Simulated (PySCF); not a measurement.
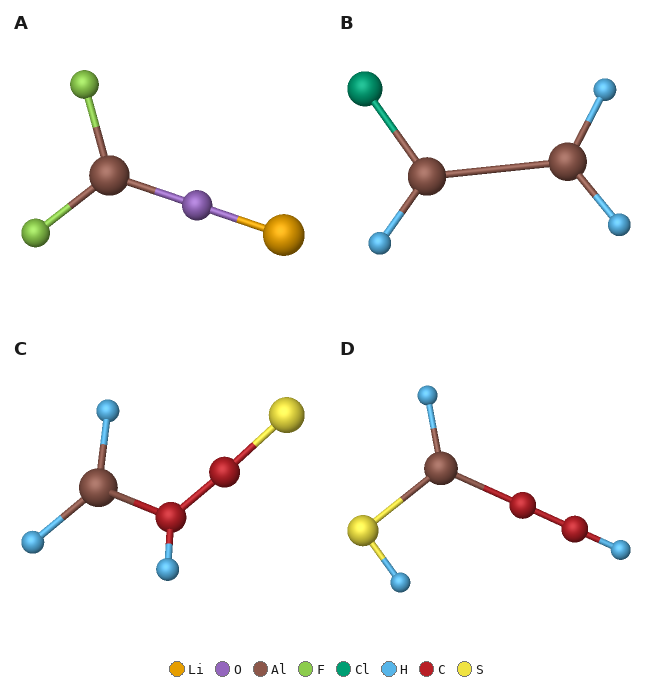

Simulated data, not a measurement (program: PySCF).

Which panel belongs to which SMILES?
(1) [Li][O][Al]([F])[F]
(2) C#[C][AlH][SH]
(3) [AlH2][CH]=C=S
(4) [AlH2][AlH][Cl]

Answer. A is (1), B is (4), C is (3), D is (2).
